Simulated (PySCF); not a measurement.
## Geometry relaxation of C₂H₃Cl₃GeO₂

The run: geometry relaxation of C₂H₃Cl₃GeO₂ (Ge(OAc)Cl3). Method and program: PBE0-D3(BJ)/def2-SVP geometry optimisation, gas phase (PySCF 2.14.0).

It belongs to a series of runs on one base structure; here: one ligand: Cl to OAc1.

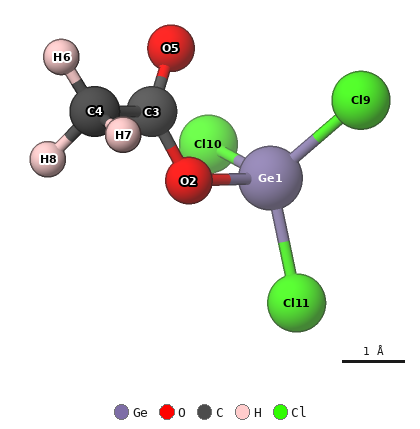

**Figure 1.** The input geometry (ball-and-stick view, seen at a tilt; atoms are numbered from 1 in the order of the input). Sticks mark near contacts. Bond lengths as drawn: Cl–Ge 2.03 to 2.19 Å, C–C 1.52 Å, C–H 1.05 to 1.14 Å, C–O 1.22 to 1.31 Å and Ge–O 1.85 Å.

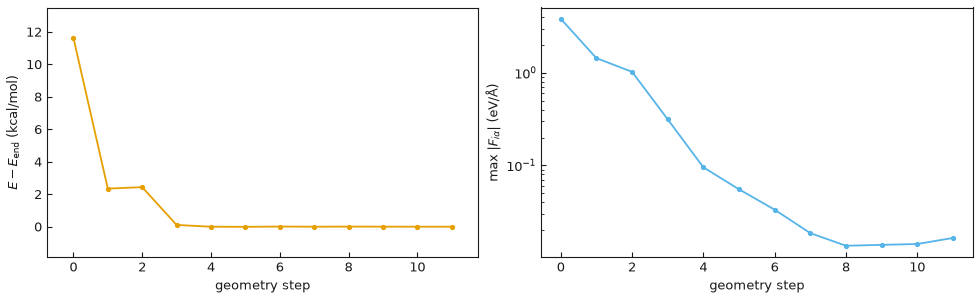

**Figure 2.** Progress of the relaxation, step by step (steps are counted from 0).

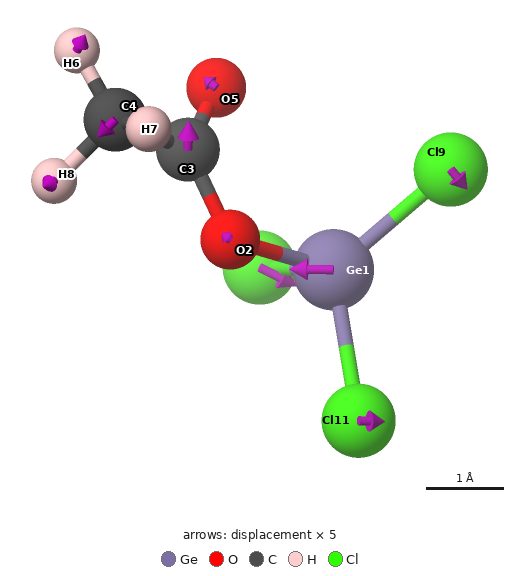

**Figure 3.** The starting structure with the displacements as pink arrows, magnified 5 times (ball-and-stick view, seen at a tilt). The two geometries are laid on each other by the best rigid fit. The largest moves after the best rigid fit, 0.12 Å, are those of Ge1 and Cl10. By element the largest moves are Ge 0.12 Å, Cl 0.11 Å, C 0.08 Å, H 0.06 Å, O 0.05 Å. Among the contacts that change: Ge1–Cl9 2.027 → 2.118 Å, Ge1–Cl10 2.191 → 2.118 Å, Ge1–O2 1.848 → 1.797 Å, O2–C3 1.306 → 1.349 Å. Among the angles that change: Cl9–Ge1–Cl11 117.9° → 109.6°, O2–Ge1–Cl10 105.0° → 112.9°, C3–C4–H8 102.2° → 109.7°. Over 11 geometry steps the energy falls by 11.6 kcal/mol. The largest force component goes from 3.8 to 0.017 eV/Å. (Atoms are counted from 1 in the order of the input.)

The input and output of the run follow.

**The input**
```
{"job": {"xc": "PBE0", "basis": "def2-SVP", "d3": "d3bj", "grid": 1, "maxiter": 40, "shake": 0.03, "kind": "geom"}, "charge": 0, "multiplicity": 1}
Ge    -0.237340    -0.644500    -1.940480
O     -0.351390    -0.597330    -0.096960
C      0.181770     0.436410     0.496970
C      0.273080     0.358090     2.007680
O      0.749950     1.314810    -0.130940
H      0.609870     1.249130     2.455190
H      0.731090    -0.547410     2.345100
H     -0.819240     0.274430     2.310400
Cl     1.696610    -0.642200    -2.547670
Cl    -1.382190     1.095240    -2.622500
Cl    -1.354160    -2.382170    -2.245910
```

The first line tells a small driver script what to run in PySCF; the rest is the geometry in Å.

Launched with:
```bash
OMP_NUM_THREADS=1 python <driver script> task.json out
```

**Log**
```
step   0  E = -3684.41296846  max force = 0.074269
step   1  E = -3684.42777520  max force = 0.027955
step   2  E = -3684.42763555  max force = 0.019914
step   3  E = -3684.43134257  max force = 0.006117
step   4  E = -3684.43151850  max force = 0.001856
step   5  E = -3684.43152942  max force = 0.001075
step   6  E = -3684.43150125  max force = 0.000647
step   7  E = -3684.43151842  max force = 0.000362
step   8  E = -3684.43150598  max force = 0.000265
step   9  E = -3684.43151173  max force = 0.000270
step  10  E = -3684.43151527  max force = 0.000276
step  11  E = -3684.43151690  max force = 0.000320
optimisation converged
```

**Trajectory as extended XYZ (Å, eV, eV/Å), 10 of the 12 frames kept, from step=0 to step=11**
```
11
Properties=species:S:1:pos:R:3:forces:R:3 step=0 energy=-100257.98354
Ge   -0.2373   -0.6445   -1.9405   -2.3277   1.8951   1.6643
O    -0.3514   -0.5973   -0.0970   -0.7449  -1.0493  -0.7765
C     0.1818    0.4364    0.4970    2.9758   1.4488   0.4221
C     0.2731    0.3581    2.0077   -3.8191  -0.6756  -1.1986
O     0.7500    1.3148   -0.1309   -0.8370  -0.3414   0.1797
H     0.6099    1.2491    2.4552    1.0316   1.2928   0.4288
H     0.7311   -0.5474    2.3451    0.6843  -0.7704   0.2479
H    -0.8192    0.2744    2.3104    0.9252  -0.1216   0.0901
Cl    1.6966   -0.6422   -2.5477    1.6746  -0.2072  -0.7455
Cl   -1.3822    1.0952   -2.6225    0.5487  -0.9275   0.0644
Cl   -1.3542   -2.3822   -2.2459   -0.1116  -0.5437  -0.3768
11
Properties=species:S:1:pos:R:3:forces:R:3 step=1 energy=-100258.38645
Ge   -0.2709   -0.5980   -1.8760   -0.8308   0.5596   0.6510
O    -0.2777   -0.5655   -0.0558   -0.0637  -0.4959  -1.4375
C     0.3305    0.4680    0.5045    0.3595   0.9216   0.7499
C     0.1984    0.3354    1.9924   -0.4473   0.4748   0.0980
O     0.8683    1.3677   -0.1046   -0.4462  -0.8585   0.2312
H     0.5818    1.2356    2.4801    0.2792  -0.0954   0.1545
H     0.6715   -0.5931    2.3338    0.2051   0.0534   0.0727
H    -0.8763    0.2402    2.2460    0.2343  -0.0146  -0.1397
Cl    1.6594   -0.6385   -2.6608    0.4898  -0.0944  -0.2485
Cl   -1.4360    1.0399   -2.6080    0.2152  -0.2223   0.0234
Cl   -1.3509   -2.3771   -2.2206    0.0050  -0.2282  -0.1550
11
Properties=species:S:1:pos:R:3:forces:R:3 step=2 energy=-100258.38265
Ge   -0.3071   -0.5623   -1.8926    0.3727  -0.1757   0.0726
O    -0.3602   -0.6647   -0.1002   -0.2669  -0.6435   1.0240
C     0.2519    0.3360    0.5607   -0.3993   0.3663  -0.6994
C     0.1940    0.3742    2.0557    0.7923  -0.4254  -0.0177
O     0.7733    1.1879   -0.1024    0.6726   0.8837  -0.1878
H     0.7074    1.2971    2.4085   -0.2970  -0.5247  -0.2419
H     0.7151   -0.5244    2.4475   -0.1583   0.2702   0.0067
H    -0.8302    0.3360    2.4178   -0.4217  -0.0158   0.0687
Cl    1.6779   -0.5821   -2.6564   -0.1556  -0.0624   0.0456
Cl   -1.4177    1.0627   -2.6258   -0.1855   0.3505  -0.1217
Cl   -1.3062   -2.3458   -2.4820    0.0464  -0.0232   0.0510
11
Properties=species:S:1:pos:R:3:forces:R:3 step=4 energy=-100258.48831
Ge   -0.3084   -0.5703   -1.8694   -0.0931   0.0034   0.0224
O    -0.3510   -0.5828   -0.0708   -0.0029  -0.0746  -0.0954
C     0.2495    0.4602    0.5319    0.0564  -0.0003   0.0293
C     0.2135    0.3419    2.0214    0.0415   0.0522   0.0287
O     0.7501    1.3499   -0.1040   -0.0001  -0.0047   0.0164
H     0.6811    1.2242    2.4722   -0.0194  -0.0139   0.0075
H     0.7476   -0.5695    2.3303   -0.0129   0.0122  -0.0252
H    -0.8269    0.2379    2.3601   -0.0095   0.0029   0.0075
Cl    1.6671   -0.6745   -2.6253   -0.0009   0.0171   0.0179
Cl   -1.3856    1.0666   -2.6778    0.0340  -0.0071  -0.0264
Cl   -1.3388   -2.3690   -2.3377    0.0069   0.0130   0.0171
11
Properties=species:S:1:pos:R:3:forces:R:3 step=5 energy=-100258.48861
Ge   -0.3162   -0.5692   -1.8694   -0.0553  -0.0031   0.0101
O    -0.3516   -0.5819   -0.0718    0.0013  -0.0204  -0.0518
C     0.2556    0.4585    0.5314    0.0341   0.0219   0.0268
C     0.2162    0.3430    2.0212   -0.0206   0.0117   0.0073
O     0.7612    1.3459   -0.1036   -0.0147  -0.0184   0.0080
H     0.6836    1.2225    2.4753    0.0053   0.0122   0.0025
H     0.7453   -0.5705    2.3294    0.0013  -0.0089  -0.0021
H    -0.8261    0.2422    2.3572    0.0135  -0.0002  -0.0019
Cl    1.6608   -0.6703   -2.6206    0.0074   0.0075   0.0006
Cl   -1.3882    1.0658   -2.6889    0.0328  -0.0146  -0.0064
Cl   -1.3426   -2.3715   -2.3294   -0.0052   0.0124   0.0068
11
Properties=species:S:1:pos:R:3:forces:R:3 step=6 energy=-100258.48784
Ge   -0.3237   -0.5701   -1.8691   -0.0107  -0.0133  -0.0038
O    -0.3566   -0.5789   -0.0731    0.0246   0.0196   0.0189
C     0.2526    0.4616    0.5320   -0.0303   0.0333  -0.0005
C     0.2223    0.3427    2.0218   -0.0295  -0.0257  -0.0127
O     0.7483    1.3547   -0.1023    0.0109  -0.0236  -0.0022
H     0.6844    1.2242    2.4770    0.0127   0.0166  -0.0045
H     0.7607   -0.5679    2.3220    0.0057  -0.0118   0.0137
H    -0.8169    0.2312    2.3637    0.0081  -0.0013  -0.0045
Cl    1.6569   -0.6856   -2.6100    0.0111   0.0021  -0.0035
Cl   -1.3684    1.0694   -2.7099    0.0083  -0.0060  -0.0017
Cl   -1.3616   -2.3669   -2.3211   -0.0107   0.0100   0.0007
11
Properties=species:S:1:pos:R:3:forces:R:3 step=7 energy=-100258.48831
Ge   -0.3207   -0.5695   -1.8696   -0.0186  -0.0142   0.0028
O    -0.3542   -0.5806   -0.0730    0.0110   0.0082  -0.0005
C     0.2541    0.4598    0.5322    0.0007   0.0167   0.0034
C     0.2190    0.3428    2.0220   -0.0156  -0.0098  -0.0052
O     0.7556    1.3496   -0.1023   -0.0016  -0.0120   0.0010
H     0.6852    1.2231    2.4762    0.0060   0.0093  -0.0028
H     0.7519   -0.5699    2.3262    0.0016  -0.0066   0.0055
H    -0.8215    0.2379    2.3614    0.0040  -0.0010  -0.0016
Cl    1.6587   -0.6755   -2.6151    0.0064   0.0020  -0.0013
Cl   -1.3784    1.0666   -2.7017    0.0151  -0.0020  -0.0044
Cl   -1.3516   -2.3697   -2.3254   -0.0091   0.0095   0.0031
11
Properties=species:S:1:pos:R:3:forces:R:3 step=9 energy=-100258.48813
Ge   -0.3213   -0.5699   -1.8696   -0.0096  -0.0139   0.0045
O    -0.3542   -0.5794   -0.0731    0.0072   0.0060  -0.0026
C     0.2541    0.4609    0.5324   -0.0053   0.0054   0.0010
C     0.2192    0.3425    2.0221   -0.0061  -0.0053  -0.0018
O     0.7551    1.3510   -0.1017    0.0030  -0.0037   0.0001
H     0.6852    1.2229    2.4765    0.0034   0.0046  -0.0017
H     0.7527   -0.5703    2.3255    0.0001  -0.0018   0.0034
H    -0.8211    0.2368    2.3616    0.0007  -0.0001  -0.0011
Cl    1.6585   -0.6767   -2.6144    0.0039  -0.0008  -0.0003
Cl   -1.3758    1.0660   -2.7054    0.0110   0.0019  -0.0035
Cl   -1.3544   -2.3692   -2.3231   -0.0084   0.0076   0.0022
11
Properties=species:S:1:pos:R:3:forces:R:3 step=10 energy=-100258.48823
Ge   -0.3209   -0.5696   -1.8696   -0.0142  -0.0141   0.0040
O    -0.3541   -0.5799   -0.0730    0.0085   0.0055  -0.0038
C     0.2542    0.4604    0.5323   -0.0031   0.0094   0.0039
C     0.2191    0.3426    2.0220   -0.0087  -0.0064  -0.0021
O     0.7555    1.3503   -0.1020    0.0018  -0.0059  -0.0004
H     0.6851    1.2229    2.4764    0.0041   0.0059  -0.0023
H     0.7522   -0.5702    2.3259    0.0004  -0.0032   0.0039
H    -0.8214    0.2373    2.3613    0.0019  -0.0005  -0.0012
Cl    1.6586   -0.6759   -2.6149    0.0047   0.0006  -0.0005
Cl   -1.3774    1.0661   -2.7034    0.0132   0.0002  -0.0041
Cl   -1.3528   -2.3695   -2.3241   -0.0086   0.0085   0.0027
11
Properties=species:S:1:pos:R:3:forces:R:3 step=11 energy=-100258.48827
Ge   -0.3208   -0.5695   -1.8695   -0.0165  -0.0142   0.0034
O    -0.3541   -0.5802   -0.0730    0.0094   0.0062  -0.0033
C     0.2541    0.4601    0.5322   -0.0016   0.0122   0.0048
C     0.2190    0.3426    2.0220   -0.0114  -0.0076  -0.0031
O     0.7556    1.3499   -0.1021    0.0007  -0.0080  -0.0003
H     0.6851    1.2230    2.4763    0.0049   0.0072  -0.0026
H     0.7520   -0.5701    2.3260    0.0008  -0.0045   0.0045
H    -0.8215    0.2376    2.3613    0.0028  -0.0007  -0.0014
Cl    1.6586   -0.6756   -2.6151    0.0054   0.0014  -0.0008
Cl   -1.3780    1.0663   -2.7025    0.0142  -0.0009  -0.0042
Cl   -1.3522   -2.3696   -2.3247   -0.0088   0.0090   0.0029
```

**Results in brief**

```tsv
quantity	value
outcome	converged
total energy	−3684.431517 hartree
dipole moment	2.28 D
point group	C1
hardware	1 CPU thread, shared host
wall time	6.2 min
peak memory	0.67 GiB
```
